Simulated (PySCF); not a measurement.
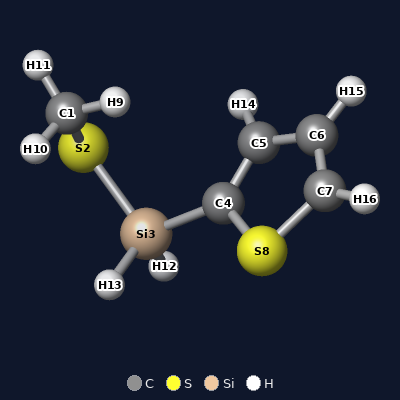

Structure of C₅H₈S₂Si, SMILES CS[SiH2]c1cccs1.

GIAO shifts, CAM-B3LYP/pcSseg-1 in PySCF 2.14.0, at a PBE0-D3(BJ)/def2-SVP geometry (no frequency check), against TMS for ¹³C and CS₂ for ³³S computed at the same level. Gas phase, fully decoupled, line heights follow the number of nuclei, widths are arbitrary (no quadrupolar broadening); values of one conformer, averaged over nuclei that symmetry or rotation about single bonds exchange, these motions taken as fast; other conformers aren't averaged in.

> How many ¹³C lines appear, and where?

5 signals.


```csv
δ (ppm),nuclei,atoms
146.9,1,C5
146.5,1,C7
141.9,1,C4
136.1,1,C6
12.8,1,C1
```

The order of signals that lie close, as those under 2 ppm apart, is within the error of the method.

> Predict the ³³S spectrum.

2 signals.


| δ (ppm) | nuclei | atoms |
| --- | --- | --- |
| 266.5 | 1 | S8 |
| −201.2 | 1 | S2 |

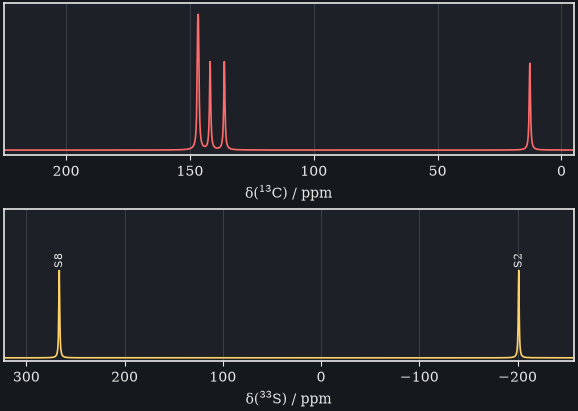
